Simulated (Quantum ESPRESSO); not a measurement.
# Wannier-interpolated electron–phonon scattering in Pb (Fm-3m), part 3 of 5

Aim: the electron–phonon coupling and the phonon-limited resistivity of Pb (Fm-3m), by Wannier interpolation to fine meshes.

Quantum ESPRESSO 7.5; DFT LDA, scalar-relativistic, plane waves, PseudoDojo 0.4.1 norm-conserving pseudopotentials.

So far. Step 3 (Ground state): The Fermi level lies at 11.76 eV and the pressure is 0.004 GPa. Step 4 (Phonons on the coarse mesh): The lowest mode off the zone centre lies at 25.7 cm⁻¹ and the highest of all solved modes at 80.8 cm⁻¹, so the solved wavevectors are stable. The acoustic modes at the centre lie within 2.6 cm⁻¹ of zero before the sum rule is imposed.

### Step 7. Wannier functions and couplings

Projections Pb s, p start 4 Wannier functions; states up to 5.0 eV over the Fermi level are frozen. Hamiltonian, force constants and couplings go to real space.

File epw1.in:

```
--
 &inputepw
    prefix='x',
    outdir='./tmp',
    dvscf_dir='./save',
    elph=.true.,
    etf_mem=1,
    nbndsub=4,
    bands_skipped='exclude_bands = 1-5',
    use_ws=.true.,
    vme='wannier',
    asr_typ='crystal',
    nk1=12,
    nk2=12,
    nk3=12,
    nq1=4,
    nq2=4,
    nq3=4,
    amass(1)=207.2,
    epwwrite=.true.,
    epwread=.false.,
    wannierize=.true.,
    num_iter=300,
    dis_win_max=37.83,
    dis_froz_max=16.759,
    proj(1)='Pb:s;p',
    wdata(1)='dis_num_iter = 600',
    wdata(2)='guiding_centres = .true.',
    wdata(3)='num_print_cycles = 50',
    wdata(4)='dis_mix_ratio = 0.7',
    band_plot=.true.,
    filkf='path.dat',
    filqf='path.dat',
    fsthick=100.0,
    efermi_read=.true.,
    fermi_energy=11.7587,
 /
```

Command:

```bash
OMP_NUM_THREADS=1 mpirun -n 8 epw.x -nk 8 -in epw1.in > epw1.out
```

The log of the run:

```text
[the first part of the log is left out]
     Number of WS vectors for phonons       93
     Number of WS vectors for electron-phonon       93
     Maximum number of cores for efficient parallelization       93
     Inside velocity step 1
     Velocity matrix elements calculated
     Writing Hamiltonian, Dynamical matrix and EP vertex in Wann rep to file
     ===================================================================
     Memory usage:  VmHWM =       307Mb
                   VmPeak =       773Mb
     ===================================================================
     Using q-mesh file: path.dat
     WARNING: q-point weigths do not add up to 1 [loadqmesh_serial]
     Size of q point mesh for interpolation:         36
     Using k-mesh file: path.dat
     WARNING: k-point weigths do not add up to 1 [loadkmesh_para]
     Size of k point mesh for interpolation:         36
     Fermi energy coarse grid =  11.789121 eV
     ===================================================================
     Fermi energy is read from the input file: Ef =  11.758700 eV
     ===================================================================
     Skipping    5 occupied bands:
     The Fermi level will be determined with   4.00000 electrons
              ibndmin =     1  ebndmin =    -0.376 eV
              ibndmax =     4  ebndmax =    19.578 eV
     Number of ep-matrix elements per pool :          240 ~=    1.88 Kb (@ 8 bytes/ DP)
     We only need to compute       36 q-points
     ===================================================================
     Memory usage:  VmHWM =       307Mb
                   VmPeak =       773Mb
     ===================================================================
```

Run time: 15 min. Hardware: 8 MPI ranks of Arm Neoverse N1, shared host; 2 h of CPU time.

Numbers from this step:

* r.m.s. error of the interpolated bands from 2 eV under to 1 eV over the Fermi level: 8.4 meV
* largest error in that range: 16.1 meV
* spreads of the Wannier functions: 1.671, 3.625, 3.625, 3.625 Å²
* lowest interpolated frequency on the path: 0 cm⁻¹

Electronic bands along the path, in eV, zero at the Fermi level; # counts the bands kept:

| point | #1 | #2 | #3 | #4 | #5 |
| --- | --- | --- | --- | --- | --- |
| K | -6.88 | -2.44 | -1.32 | 3.03 | 6.70 |
| Γ | -12.13 | 7.67 | 7.67 | 7.67 | 10.20 |
| L | -8.28 | -4.44 | 5.75 | 5.75 | 9.60 |
| W | -6.68 | -1.48 | -1.48 | 0.23 | 11.21 |
| X | -6.78 | -3.47 | 2.06 | 2.06 | 5.58 |

The same for Wannier interpolation:

| point | #1 | #2 | #3 | #4 |
| --- | --- | --- | --- | --- |
| K | -6.88 | -2.42 | -1.31 | 3.04 |
| Γ | -12.13 | 7.76 | 7.76 | 7.76 |
| L | -8.28 | -4.44 | 5.76 | 5.76 |
| W | -6.68 | -1.48 | -1.48 | 0.23 |
| X | -6.78 | -3.47 | 2.06 | 2.06 |

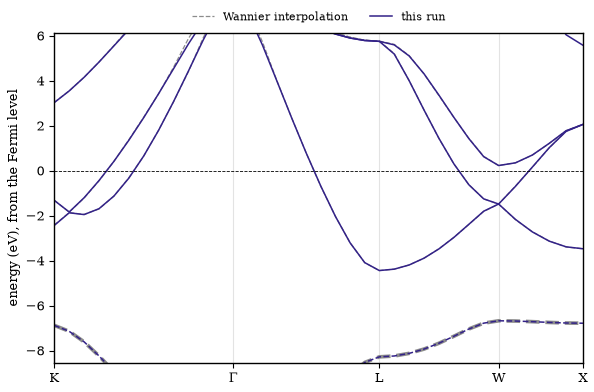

Electronic bands along the path; dashed: Wannier interpolation.

The phonon branches at the labelled points (cm⁻¹):

| point | branch 1 | branch 2 | branch 3 |
| --- | --- | --- | --- |
| K | 44 | 61 | 69 |
| Γ | 0 | 0 | 0 |
| L | 34 | 34 | 81 |
| W | 57 | 63 | 63 |
| X | 40 | 40 | 70 |

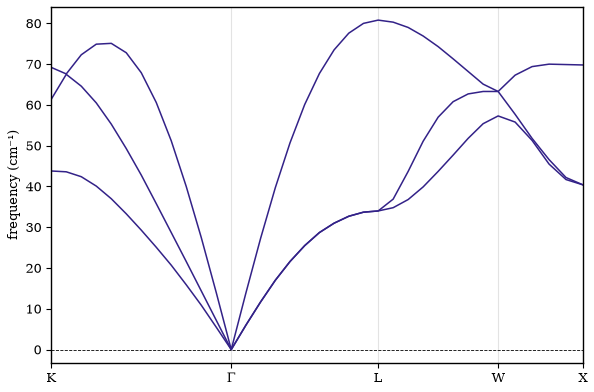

Phonon branches along the path.

Near the Fermi level the interpolated bands miss those of pw.x by 8 meV r.m.s. and 16 meV at most, each level matched to the nearest interpolated one; the r.m.s. value is under the 60 meV set for going on.

### Step 8. Coupling and Tc: fine k 20×20×20, q 10×10×10, width 0.15 eV, window 0.61 eV

The couplings are interpolated to a fine mesh near the Fermi level; their sum gives α²F and λ, and the linearised gap equation gives Tc.

File a2f-1.in:

```
--
 &inputepw
    prefix='x',
    outdir='./tmp',
    dvscf_dir='./save',
    elph=.true.,
    etf_mem=1,
    nbndsub=4,
    bands_skipped='exclude_bands = 1-5',
    use_ws=.true.,
    vme='wannier',
    asr_typ='crystal',
    nk1=12,
    nk2=12,
    nk3=12,
    nq1=4,
    nq2=4,
    nq3=4,
    amass(1)=207.2,
    epwwrite=.false.,
    epwread=.true.,
    wannierize=.false.,
    nkf1=20,
    nkf2=20,
    nkf3=20,
    nqf1=10,
    nqf2=10,
    nqf3=10,
    mp_mesh_k=.true.,
    ephwrite=.true.,
    eliashberg=.true.,
    liso=.true.,
    limag=.true.,
    tc_linear=.true.,
    tc_linear_solver='lapack',
    fsthick=0.61,
    degaussw=0.15,
    degaussq=0.5,
    nqstep=500,
    muc=0.13,
    wscut=0.3,
    nsiter=500,
    nstemp=7,
    temps=0.5 1.0 2.0 4.0 8.0 16.0 32.0,
 /
```

Command:

```bash
OMP_NUM_THREADS=1 mpirun -n 8 epw.x -nk 8 -in a2f-1.in > a2f-1.out
```

The log of the run:

```text
[the first part of the log is left out]
            Electron smearing (eV) =    0.150000000000000D+00
                 Fermi window (eV) =    0.610000000000000D+00
     Finish writing .ephmat files
     ===================================================================
     Memory usage:  VmHWM =        41Mb
                   VmPeak =       518Mb
     ===================================================================
     Finish writing dos file x.dos
     Finish writing phdos files x.phdos and x.phdos_proj
     ===================================================================
     Solve isotropic Eliashberg equations
     ===================================================================
     Finish reading freq file
                  Fermi level (eV) =     1.1782486787E+01
     DOS(states/spin/eV/Unit Cell) =     2.7607599702E-01
            Electron smearing (eV) =     1.5000000000E-01
                 Fermi window (eV) =     6.1000000000E-01
     Nr irreducible k-points within the Fermi shell =        73 out of       256
           1 bands within the Fermi window
     Finish reading egnv file
     Max nr of q-points =       336
     Finish reading ikmap files
     Start reading .ephmat files
     Finish reading .ephmat files
     a2f file is not found to estimate initial gap: calculating a2f files
     Finish reading a2f file
     Electron-phonon coupling strength =    1.0532818
     Estimated Tc using McMillan expression =   4.3768 K for muc =   0.1300
     Estimated Tc using Allen-Dynes modified McMillan expression =   4.6325 K
     Estimated Tc using SISSO machine learning model =   4.3484 K
     Estimated w_log =   5.7793 meV
     Estimated BCS superconducting gap using McMillan Tc =   0.6638 meV
     WARNING WARNING WARNING
     The code may crash since tempsmax =   32.000 K is larger than McMillan Tc =     4.377 K
     Start: Solving (isotropic) linearized Eliashberg equation with solver = lapack
     For the first Temp.    0.50  K
       Total number of frequency points nsiw(     1) =   1108
       Cutoff frequency wscut =     0.3001
     Superconducting transition temp. Tc is the one which has Max. eigenvalue close to 1
      -----------------------------------------------------------------
             Temp.       Max.         nsiw     wscut    Nr. of iters
             (K)       eigenvalue    (itemp)   (eV)      to Converge
      -----------------------------------------------------------------
             0.50      3.1061869     1108      0.3001        1
             1.00      2.4869693      554      0.3002        1
             2.00      1.8760740      277      0.3005        1
             4.00      1.2787166      139      0.3021        1
             8.00      0.7145723       69      0.3010        1
            16.00      0.2747116       35      0.3075        1
            32.00      0.0660435       17      0.3032        1
      -----------------------------------------------------------------
     Finish: Solving (isotropic) linearized Eliashberg equation
```

Wall time 2.1 min (8 MPI ranks); 17 min of CPU time.

Numbers from this step:

- coupling constant λ: 1.053
- log mean phonon energy ħω_log: 5.779 meV
- density of states at the Fermi level: 0.2761 states/eV a spin and cell
- Fermi level on the fine mesh: 11.78 eV

Table of a2F by phonon energy; read off at these points:

| phonon energy (meV) | a2F |
| --- | --- |
| 0.50 | 2.8e-4 |
| 1.00 | 0.00444 |
| 1.50 | 0.0112 |
| 2.00 | 0.0175 |
| 2.50 | 0.0600 |
| 3.00 | 0.118 |
| 3.50 | 0.133 |
| 4.00 | 0.250 |
| 4.50 | 0.418 |
| 5.00 | 0.610 |
| 5.40 | 0.702 |
| 5.50 | 0.693 |
| 6.00 | 0.453 |
| 6.50 | 0.396 |
| 6.90 | 0.472 |
| 7.00 | 0.466 |
| 7.50 | 0.321 |
| 8.00 | 0.309 |
| 8.50 | 0.746 |
| 8.83 | 1.00 |
| 9.00 | 0.955 |
| 9.50 | 0.430 |
| 10.00 | 0.0990 |
| 10.50 | 0.00825 |

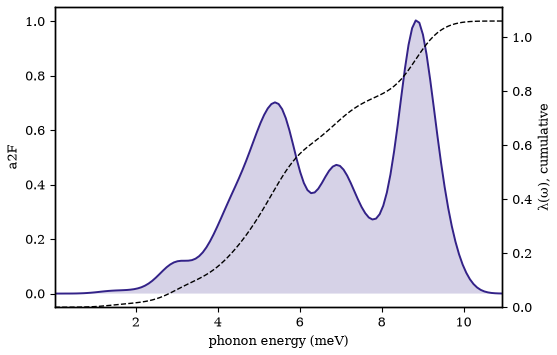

A2F, plotted against phonon energy. The dashed line is the running λ.

Tc lies where the eigenvalue is 1; mu* = 0.13. Eigenvalue against temperature:

| T (K) | largest eigenvalue of the linearised gap equation |
| --- | --- |
| 0.5 | 3.106 |
| 1 | 2.487 |
| 2 | 1.876 |
| 4 | 1.279 |
| 8 | 0.7146 |
| 16 | 0.2747 |
| 32 | 0.06604 |

λ = 1.05 and ħω_log = 5.78 meV. The eigenvalue passes 1 near 5.6 K.

### Step 9. Resistivity: fine k 24×24×24, q 12×12×12, adaptive width, window 0.32 eV

The Boltzmann equation is solved by iteration on a fine mesh; only states within the window around the Fermi level enter.

File bte-1.in:

```
--
 &inputepw
    prefix='x',
    outdir='./tmp',
    dvscf_dir='./save',
    elph=.true.,
    etf_mem=1,
    nbndsub=4,
    bands_skipped='exclude_bands = 1-5',
    use_ws=.true.,
    vme='wannier',
    asr_typ='crystal',
    nk1=12,
    nk2=12,
    nk3=12,
    nq1=4,
    nq2=4,
    nq3=4,
    amass(1)=207.2,
    epwwrite=.false.,
    epwread=.true.,
    wannierize=.false.,
    nkf1=24,
    nkf2=24,
    nkf3=24,
    nqf1=12,
    nqf2=12,
    nqf3=12,
    mp_mesh_k=.true.,
    scattering=.true.,
    iterative_bte=.true.,
    epmatkqread=.false.,
    assume_metal=.true.,
    int_mob=.false.,
    carrier=.false.,
    ngaussw=-99,
    mob_maxiter=200,
    broyden_beta=0.7,
    fsthick=0.32,
    degaussw=0.0,
    nstemp=6,
    temps=150 200 273 300 400 500,
    restart=.false.,
    selecqread=.false.,
 /
```

Command:

```bash
OMP_NUM_THREADS=1 mpirun -n 8 epw.x -nk 8 -in bte-1.in > bte-1.out
```

The log of the run:

```text
[the first part of the log is left out]
     =============================================================================================
     Start solving iterative Boltzmann Transport Equation
     =============================================================================================
     Iteration number:         1
     =============================================================================================
       Temp     Fermi        DOS        Population SR                 Conductivity
        [K]      [eV]    [states/Ry] [carriers per cell]               [Ohm.cm]^-1
     =============================================================================================
      150.000  11.7614   0.46308E+00  -0.26645E-14    0.225208E+06   -0.756265E-12   -0.782343E-13
                                      -0.13323E-13    0.000000E+00    0.225208E+06   -0.255565E-11
                                      -0.17764E-14    0.208625E-12    0.208625E-12    0.225208E+06
      200.000  11.7619   0.29011E+00   0.44409E-15    0.170822E+06    0.182547E-12    0.782343E-13
                                       0.39968E-14   -0.156469E-12    0.170822E+06   -0.417250E-12
                                       0.13323E-14    0.365093E-12   -0.104312E-11    0.170822E+06
      273.000  11.7623   0.19350E+00   0.44409E-15    0.125758E+06   -0.156469E-12    0.260781E-12
                                       0.22204E-15   -0.521562E-13    0.125758E+06   -0.208625E-12
                                      -0.15543E-14    0.782343E-13   -0.104312E-11    0.125758E+06
      300.000  11.7625   0.17541E+00  -0.22204E-15    0.114494E+06    0.156469E-12   -0.286859E-12
                                       0.19984E-14   -0.312937E-12    0.114494E+06    0.573718E-12
                                      -0.11102E-14    0.260781E-13   -0.156469E-12    0.114494E+06
      400.000  11.7628   0.13477E+00  -0.22204E-15    0.856243E+05    0.521562E-13    0.260781E-13
                                      -0.15543E-14   -0.260781E-13    0.856243E+05    0.886655E-12
                                       0.11102E-15    0.104312E-12   -0.391171E-12    0.856243E+05
      500.000  11.7630   0.10852E+00  -0.33307E-15    0.680238E+05   -0.130390E-13    0.847538E-13
                                       0.22204E-15   -0.651952E-14    0.680238E+05    0.625874E-12
                                      -0.33307E-15   -0.651952E-14    0.299898E-12    0.680238E+05
                                                      0.225208E+06    Max error
     [...]
     Iteration number:        28
     =============================================================================================
       Temp     Fermi        DOS        Population SR                 Conductivity
        [K]      [eV]    [states/Ry] [carriers per cell]               [Ohm.cm]^-1
     =============================================================================================
      150.000  11.7614   0.46308E+00  -0.88818E-15    0.230877E+06   -0.312937E-12   -0.782343E-13
                                      -0.66613E-14    0.104312E-12    0.230877E+06    0.125175E-11
                                      -0.16875E-13   -0.782343E-13    0.730187E-12    0.230877E+06
      200.000  11.7619   0.29011E+00   0.24425E-14    0.175120E+06   -0.443328E-12    0.000000E+00
                                       0.39968E-14    0.234703E-12    0.175120E+06    0.573718E-12
                                       0.33307E-14   -0.260781E-13    0.156469E-12    0.175120E+06
      273.000  11.7623   0.19350E+00   0.00000E+00    0.128913E+06    0.182547E-12    0.521562E-13
                                      -0.37748E-14   -0.782343E-13    0.128913E+06   -0.170928E-30
                                      -0.22204E-15    0.104312E-12   -0.260781E-12    0.128913E+06
      300.000  11.7625   0.17541E+00   0.00000E+00    0.117359E+06    0.104312E-12   -0.182547E-12
                                      -0.88818E-15   -0.104312E-12    0.117359E+06   -0.625874E-12
                                       0.22204E-15   -0.260781E-13    0.156469E-12    0.117359E+06
      400.000  11.7628   0.13477E+00   0.33307E-15    0.877460E+05   -0.130390E-13   -0.391171E-13
                                      -0.66613E-15   -0.391171E-13    0.877460E+05   -0.260781E-12
                                       0.12212E-14   -0.391171E-13   -0.782343E-13    0.877460E+05
      500.000  11.7630   0.10852E+00   0.00000E+00    0.696981E+05   -0.260781E-13   -0.651952E-13
                                      -0.77716E-15   -0.260781E-13    0.696981E+05    0.378132E-12
                                      -0.99920E-15    0.391171E-13   -0.221664E-12    0.696981E+05
                                                      0.507658E-06    Max error
```

Elapsed: 2.8 min, on 8 MPI ranks.

This step gave:

* iterations: 28
* resistivity at 300 K: 8.521 μΩ cm

Resistivity, by row:

| T (K) | rho_xx (μΩ cm) | rho_yy | rho_zz | relaxation-time approximation, mean of the axes (μΩ cm) |
| --- | --- | --- | --- | --- |
| 150 | 4.331 | 4.331 | 4.331 | 5.027 |
| 200 | 5.71 | 5.71 | 5.71 | 6.645 |
| 273 | 7.757 | 7.757 | 7.757 | 9.053 |
| 300 | 8.521 | 8.521 | 8.521 | 9.949 |
| 400 | 11.4 | 11.4 | 11.4 | 13.3 |
| 500 | 14.35 | 14.35 | 14.35 | 16.73 |

ρ(300 K) = 8.52 μΩ cm; the relaxation-time start gave 9.95. One mesh does not show convergence. The largest adaptive width printed is 0.61 eV, against a window of 0.32 eV outside which no state is counted.

### Step 10. Coupling and Tc, input with a fault, fine q mesh 10×10×10, fine mesh 10×10×10

Another input is tried.

File bad.in:

```
--
 &inputepw
    prefix='x',
    outdir='./tmp',
    dvscf_dir='./save',
    elph=.true.,
    etf_mem=1,
    nbndsub=4,
    bands_skipped='exclude_bands = 1-5',
    use_ws=.true.,
    vme='wannier',
    asr_typ='crystal',
    nk1=12,
    nk2=12,
    nk3=12,
    nq1=4,
    nq2=4,
    nq3=4,
    amass(1)=207.2,
    epwwrite=.false.,
    epwread=.true.,
    wannierize=.false.,
    nkf1=10,
    nkf2=10,
    nkf3=10,
    nqf1=10,
    nqf2=10,
    nqf3=10,
    mp_mesh_k=.true.,
    ephwrite=.true.,
    eliashberg=.true.,
    liso=.true.,
    limag=.true.,
    tc_linear=.true.,
    tc_linear_solver='lapack',
    fsthick=0.4,
    degaussw=0.01,
    degaussq=0.5,
    nqstep=500,
    muc=0.13,
    wscut=0.3,
    nsiter=500,
    nstemp=7,
    temps=0.5 1.0 2.0 4.0 8.0 16.0 32.0,
 /
```

Command:

```bash
OMP_NUM_THREADS=1 mpirun -n 8 epw.x -nk 8 -in bad.in > bad.out
```

The log of the run:

```text
[the first part of the log is left out]
            Electron smearing (eV) =    0.100000000000000D-01
                 Fermi window (eV) =    0.400000000000000D+00
     Finish writing .ephmat files
     ===================================================================
     Memory usage:  VmHWM =        42Mb
                   VmPeak =       518Mb
     ===================================================================
     Finish writing dos file x.dos
     Finish writing phdos files x.phdos and x.phdos_proj
     ===================================================================
     Solve isotropic Eliashberg equations
     ===================================================================
     Finish reading freq file
                  Fermi level (eV) =     1.1800284361E+01
     DOS(states/spin/eV/Unit Cell) =     4.0580610763E+00
            Electron smearing (eV) =     1.0000000000E-02
                 Fermi window (eV) =     4.0000000000E-01
     Nr irreducible k-points within the Fermi shell =         7 out of        47
           1 bands within the Fermi window
     Finish reading egnv file
     Max nr of q-points =       192
     Finish reading ikmap files
     Start reading .ephmat files
     Finish reading .ephmat files
     a2f file is not found to estimate initial gap: calculating a2f files
     Finish reading a2f file
     Electron-phonon coupling strength =    8.3089594
     Estimated Tc using McMillan expression =  17.7738 K for muc =   0.1300
     Estimated Tc using Allen-Dynes modified McMillan expression =  31.1193 K
     Estimated Tc using SISSO machine learning model =  39.5537 K
     Estimated w_log =   6.6719 meV
     Estimated BCS superconducting gap using McMillan Tc =   2.6957 meV
     WARNING WARNING WARNING
     The code may crash since tempsmax =   32.000 K is larger than McMillan Tc =    17.774 K
     Start: Solving (isotropic) linearized Eliashberg equation with solver = lapack
     For the first Temp.    0.50  K
       Total number of frequency points nsiw(     1) =   1108
       Cutoff frequency wscut =     0.3001
     Superconducting transition temp. Tc is the one which has Max. eigenvalue close to 1
      -----------------------------------------------------------------
             Temp.       Max.         nsiw     wscut    Nr. of iters
             (K)       eigenvalue    (itemp)   (eV)      to Converge
      -----------------------------------------------------------------
             0.50     30.2830436     1108      0.3001        1
             1.00     24.7635890      554      0.3002        1
             2.00     19.3003316      277      0.3005        1
             4.00     13.9184705      139      0.3021        1
             8.00      8.6995171       69      0.3010        1
            16.00      4.1165976       35      0.3075        1
            32.00      1.2536827       17      0.3032        1
      -----------------------------------------------------------------
     Finish: Solving (isotropic) linearized Eliashberg equation
```

Elapsed: 90 s, on 8 MPI ranks; 12 min of CPU time.

Numbers from this step:

```
coupling constant λ                  : 8.309
log mean phonon energy ħω_log        : 6.672 meV
density of states at the Fermi level : 4.058 states/eV a spin and cell
Fermi level on the fine mesh         : 11.80 eV
```

This input has a delta width far below the mesh spacing, and its λ = 8.31 is no result.

(Part 3 of 5 ends here.)

[The logs of pw.x and epw.x are selected lines.]

[Logs are printed without paths, hosts, clocks, repeated set-up lines and the standing remarks that a program may print on its own settings, such as how far it seeks lower states.]

[Hosts, paths, dates, database ids (printed as entryN), source tags and the programs' standing remarks are cut or masked in the printed files.]
